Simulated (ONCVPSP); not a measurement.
Input of ONCVPSP 4.0.1:

```
# ATOM AND REFERENCE CONFIGURATION
# atsym  z   nc   nv     iexc    psfile
  He 2.00    0    1        3      upf
#
#   n    l    f
    1    0    2.00
#
# PSEUDOPOTENTIAL AND OPTIMIZATION
# lmax
    1
#
#   l,   rc,      ep,       ncon, nbas, qcut
    0    0.50    0.00    4    7   15.70
    1    0.50    0.23    4    7   17.20
#
# LOCAL POTENTIAL
# lloc, lpopt,  rc(5),   dvloc0
    4    5    0.40    0.00
#
# VANDERBILT-KLEINMAN-BYLANDER PROJECTORs
# l, nproj, debl
    0    1    2.50
    1    1    1.10
#
# MODEL CORE CHARGE
# icmod, fcfact, rcfact
    0    0.00    0.00
#
# LOG DERIVATIVE ANALYSIS
# epsh1, epsh2, depsh
   -2.00    5.00    0.02
#
# OUTPUT GRID
# rlmax, drl
    6.00    0.01
#
# TEST CONFIGURATIONS
# ncnf
    2
# nvcnf
#   n    l    f
    1
    1    0    1.00
#
    1
    1    0    1.50
#
```

Launched with:
```bash
oncvpsp.x < He.dat > He.out
```

Functional and relativity: LDA (Perdew-Zunger), scalar-relativistic.

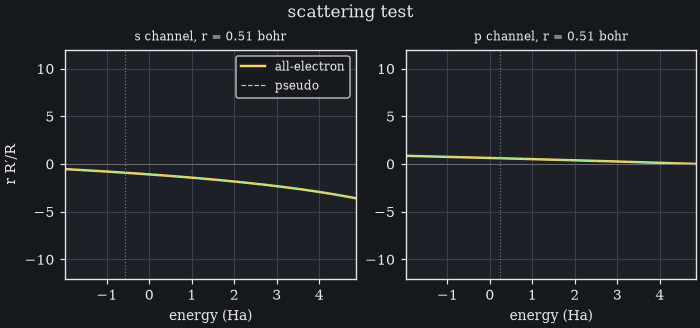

Logarithmic derivatives r R′/R at the test radius against energy, all-electron atom (solid) and pseudo-atom (dashed). Here R(r) is the radial function. The dotted line marks the reference energy of the channel.

Question: List the energies at which the logarithmic derivative diverges.

Answer: s: all-electron at no energy in the range, pseudo at no energy in the range; p: all-electron at no energy in the range, pseudo at no energy in the range.

Question: Where do the curves cross zero?

Answer: s: all-electron nowhere, pseudo nowhere; p: all-electron nowhere, pseudo nowhere.
